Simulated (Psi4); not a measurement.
**[HO2]− (SMILES [O-]O) at HF/STO-3G**

What is the energy change on altering one bond length of [HO2]− at HF/STO-3G? The job is set up through a Python script.

The results are computed with Psi4 1.11.

1 further run of the same task is left out (set aside as unsound or not needed).

## Step 1: The system as given

[HO2]−: 3 atoms, total charge -1, spin state singlet. SMILES: `[O-]O`. The shape is that of a PBE0-D4/def2-TZVPD optimisation.

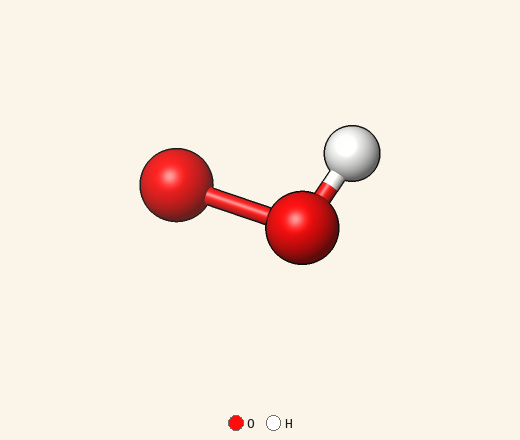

The structure, seen from a chosen angle (oxygen red, hydrogen white).

## Step 2: The energy at HF/STO-3G

Input file job.py:

```python
import psi4

psi4.set_memory(2200000000)
psi4.set_num_threads(1)
psi4.core.set_output_file('ho2.out', False)

geom = psi4.geometry("""
-1 1
O
O 1 1.479374
H 2 0.960735 1 100.13206
symmetry c1
""")

psi4.set_options({
    'puream': True,
    'e_convergence': 1e-09,
    'd_convergence': 1e-08,
    'scf_type': 'pk',
})

E, wfn = psi4.energy('scf/STO-3G', molecule=geom, return_wfn=True)
psi4.oeprop(wfn, 'MULLIKEN_CHARGES', 'LOWDIN_CHARGES', 'WIBERG_LOWDIN_INDICES')
print(f'total energy {E:.8f} hartree = {E * 27.211386:.5f} eV')
```

The run is started by

```bash
$ python job.py
```

ho2.out (excerpt; [...] marks lines left out):

```text
[...]
  Running in c1 symmetry.
[...]
  Nuclear repulsion =   29.527073894341395
[...]
  Multiplicity = 1
[...]
  Nalpha       = 9
  Nbeta        = 9
[...]
    Number of basis functions: 11
[...]
   @RHF iter   1:  -147.82661966393539   -1.22461e+00   2.62201e-02 DIIS/ADIIS
[...]
   @RHF iter  10:  -147.93163627153243   -1.68825e-11   8.03333e-09 DIIS
[...]
    Orbital Energies [Eh]
    ---------------------
    Doubly Occupied:
       1A    -19.784756     2A    -19.550491     3A     -0.886207
       4A     -0.570964     5A     -0.154982     6A     -0.029642
       7A      0.014052     8A      0.164716     9A      0.183900
[...]
  @RHF Final Energy:  -147.93163627153243
   => Energetics <=
    Nuclear Repulsion Energy =             29.5270738943413953
    One-Electron Energy =                -273.6886748358307386
    Two-Electron Energy =                  96.2299646699569280
    Total Energy =                       -147.9316362715324260
[...]
 Multipole Moments:
 ------------------------------------------------------------------------------------
     Multipole            Electronic (a.u.)      Nuclear  (a.u.)        Total (a.u.)
 ------------------------------------------------------------------------------------
 L = 1.  Multiply by 2.5417464519 to convert [e a0] to [Debye]
 Dipole X            :         -0.5640666            0.8592570            0.2951905
 Dipole Y            :          0.4382189           -0.8255909           -0.3873720
 Dipole Z            :         -0.0000000            0.0000000           -0.0000000
 Magnitude           :                                                    0.4870261
[...]
  Mulliken Charges: (a.u.)
   Center  Symbol    Alpha    Beta     Spin     Total
       1     O     4.28970  4.28970  0.00000 -0.57940
       2     O     4.21873  4.21873  0.00000 -0.43747
       3     H     0.49157  0.49157  0.00000  0.01687
   Total alpha =  9.00000, Total beta =  9.00000, Total charge = -1.00000
  Lowdin Charges: (a.u.)
   Center  Symbol    Alpha    Beta     Spin     Total
       1     O     4.30170  4.30170  0.00000 -0.60341
       2     O     4.19105  4.19105  0.00000 -0.38210
       3     H     0.50725  0.50725  0.00000 -0.01449
[...]
```

Standard output:

```text
total energy -147.93163627 hartree = -4025.42486 eV
```

It took 4.2 s on 1 thread of Intel Xeon at 2.50GHz (Skylake/Cascade Lake), shared host; peak memory 0.18 GiB.

## Step 3: The distorted shape: energy and forces at HF/STO-3G

Input file calc.py:

```python
import psi4

psi4.set_memory('2200 MB')
psi4.set_num_threads(1)
psi4.set_output_file('psi4.out', False)

molecule = psi4.geometry("""
-1 1
O     -0.392411     1.467044    -0.050853
O     -0.242260    -0.445880    -0.180750
H      0.600030    -0.579720     0.261570
symmetry c1
""")

psi4.set_options({
    'basis': 'STO-3G',
    'reference': 'rhf',
    'puream': True,
    'e_convergence': 1e-09,
    'd_convergence': 1e-08,
    'scf_type': 'pk',
})

e = psi4.gradient('hf', molecule=molecule)
print('gradient / Eh bohr^-1')
print(e.np.round(6))
for k, v in sorted(psi4.core.scalar_variables().items()):
    print(f'{k:45s} {v:18.10f}')
```

The run is started by

```bash
$ python calc.py
```

psi4.out (excerpt; [...] marks lines left out):

```text
[...]
  Running in c1 symmetry.
[...]
  Nuclear repulsion =   23.860121011768907
[...]
  Multiplicity = 1
[...]
  Nalpha       = 9
  Nbeta        = 9
[...]
    Number of basis functions: 11
[...]
   @RHF iter   1:  -147.70962820676885   -1.35467e+00   2.69876e-02 ADIIS/DIIS
[...]
   @RHF iter  11:  -147.84837750512207   -1.16529e-12   5.30978e-09 DIIS
[...]
    Orbital Energies [Eh]
    ---------------------
    Doubly Occupied:
       1A    -19.729386     2A    -19.655706     3A     -0.781184
       4A     -0.676088     5A     -0.084358     6A      0.021510
       7A      0.035609     8A      0.086460     9A      0.104330
[...]
  @RHF Final Energy:  -147.84837750512207
   => Energetics <=
    Nuclear Repulsion Energy =             23.8601210117689071
    One-Electron Energy =                -262.0593713102880429
    Two-Electron Energy =                  90.3508727933970732
    Total Energy =                       -147.8483775051220732
[...]
 Multipole Moments:
 ------------------------------------------------------------------------------------
     Multipole            Electronic (a.u.)      Nuclear  (a.u.)        Total (a.u.)
 ------------------------------------------------------------------------------------
 L = 1.  Multiply by 2.5417464519 to convert [e a0] to [Debye]
 Dipole X            :         -0.7044821            0.8960816            0.1915995
 Dipole Y            :          1.3205531           -0.9952478            0.3253053
 Dipole Z            :         -0.0000000            0.0000000           -0.0000000
 Magnitude           :                                                    0.3775367
[...]
  -Total Gradient:
     Atom            X                  Y                   Z
    ------   -----------------  -----------------  -----------------
       1       -0.005560837302     0.117213276746     0.000000000000
       2        0.080302248761    -0.125170071318     0.000000000000
       3       -0.074741411459     0.007956794573    -0.000000000000
[...]
```

The script printed:

```text
gradient / Eh bohr^-1
[[-0.005561  0.117213  0.      ]
 [ 0.080302 -0.12517   0.      ]
 [-0.074741  0.007957 -0.      ]]
CURRENT ENERGY                                   -147.8483775051
CURRENT REFERENCE ENERGY                         -147.8483775051
DD SOLVATION ENERGY                                 0.0000000000
HF KINETIC ENERGY                                 149.3249972424
HF POTENTIAL ENERGY                              -297.1733747475
HF TOTAL ENERGY                                  -147.8483775051
HF VIRIAL RATIO                                     1.9901113694
NUCLEAR REPULSION ENERGY                           23.8601210118
ONE-ELECTRON ENERGY                              -262.0593713103
PCM POLARIZATION ENERGY                             0.0000000000
PE ENERGY                                           0.0000000000
SCF ITERATION ENERGY                             -147.8483775051
SCF ITERATIONS                                     11.0000000000
SCF TOTAL ENERGY                                 -147.8483775051
TWO-ELECTRON ENERGY                                90.3508727934
```

Run time: 3.9 s. Hardware: 1 thread of Intel Xeon at 2.50GHz (Skylake/Cascade Lake), shared host; peak memory 0.18 GiB.

## Step 4: What came out

At HF/STO-3G:

| quantity | value |
| --- | --- |
| first shape: total energy | -147.93164 Eh |
| first shape: HOMO energy | 5.00 eV |
| first shape: LUMO energy | 27.00 eV |
| first shape: HOMO–LUMO gap (to an unbound level, set by the basis) | 21.99 eV |
| distorted shape: total energy | -147.84838 Eh |
| distorted shape: HOMO energy | 2.84 eV |
| distorted shape: LUMO energy | 18.96 eV |
| distorted shape: HOMO–LUMO gap (to an unbound level, set by the basis) | 16.12 eV |
| distorted shape: largest force on an atom | 7.647 eV/Å |
| energy change with the O1–O2 bond stretched from 1.479 to 1.923 Å | 2.266 eV |

In words: With the O1–O2 bond stretched from 1.479 to 1.923 Å the energy rises by 2.27 eV (52 kcal/mol). The first shape isn't relaxed at this level, so the change isn't measured from a minimum. The minimal basis adds a large error of its own. The HOMO (first shape) lies at positive energy, 5.00 eV: the electron is unbound at this level or held by a compact basis; values depend on the basis. The HOMO (distorted shape) lies at positive energy, 2.84 eV: the electron is unbound at this level or held by a compact basis; values depend on the basis.
